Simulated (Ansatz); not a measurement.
Calculation: PBE (plane waves to 420 eV, PAW; Ansatz, an electronic-structure program).

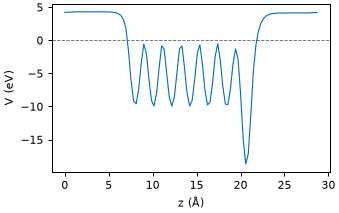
Fig. 1. Planar average of the electrostatic potential across the slab, in eV from the Fermi level, for a constructed model of the (100) surface of fcc Ag, a pseudomorphic layer of Zr in the host's stacking (bottom of the slab: a bare face, its two planes held)…

Slab: 7 atoms, 13.0 Å thick at the start; k 13x13x1, smearing 0.1 eV, dipole-corrected; 2 atoms held, the rest relaxed; symmetry of the start imposed; no spin, no spin-orbit, no U. It is one candidate, not shown to be the stable structure of the face.

The vacuum level lies 4.11 eV above the Fermi level over the top face and 4.28 eV above it under the bottom face.
